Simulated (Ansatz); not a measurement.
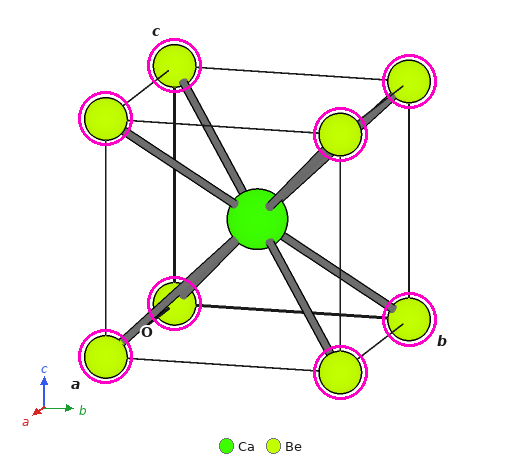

For CaBe, coordinates from a relaxation with Ansatz, DFT PBEsol, scalar-relativistic, plane waves, PAW; the starting structure was generated, so it need not be a known form of this composition: one unit cell; the ringed atoms, with their copies on corners, edges and faces, form one crystallographic orbit. Geometry calculated from the standardised cell; symmetry tolerance 0.002 Å.

a = 3.481 Å, b = 3.481 Å, c = 3.481 Å, α = 90.00°, β = 90.00°, γ = 90.00°; space group No. 221, Pm-3m.

> Which Wyckoff position do the ringed atoms fill?

Be on 1a, site symmetry m-3m: 48 operations a cell over 48 that keep the site give 1 atom, with 0 free parameters.

> List their coordinates.

(0, 0, 0).
